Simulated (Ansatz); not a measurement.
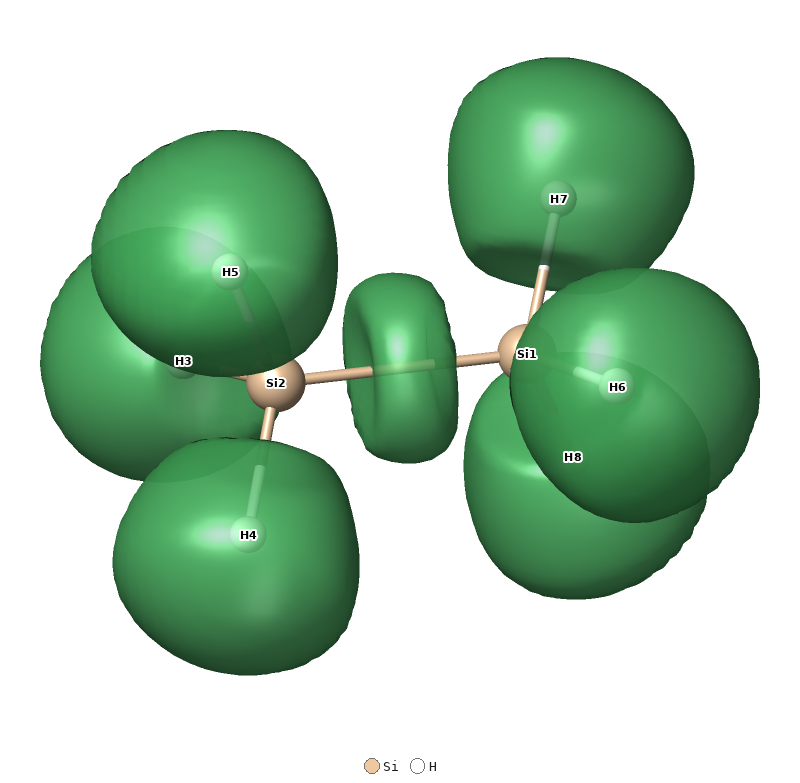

The picture shows: H6Si2. Isosurface of the ELF at 0.75 (green), seen at a tilt. Only the valence region is drawn (cores and ρ < 0.01 e/Å³ removed).

The calculation used RKS PBE-D4/def2-SVP in Ansatz.

```xyz
8

Si    0.3529    0.0126   -0.0404
Si    1.0189   -0.0141    2.2163
H    -0.1550   -0.2809    3.1198
H     2.0491   -1.0899    2.4341
H     1.6225    1.3138    2.5885
H     1.5611    0.1846   -0.9215
H    -0.5969    1.1518   -0.2975
H    -0.3304   -1.2779   -0.4055
```

Q: Describe the localisation domains.

A: The ELF exceeds this value in one region between bonded Si–Si atoms (shared pairs) and six regions around hydrogen nuclei. Along the contacts the grid gives the following. Si–Si (2.35 Å): the ELF peaks at about 1 between the atoms (localised, covalent bonding). Si–H (1.51 Å): the ELF climbs to about 1 towards the hydrogen, as it does in any bond to H.
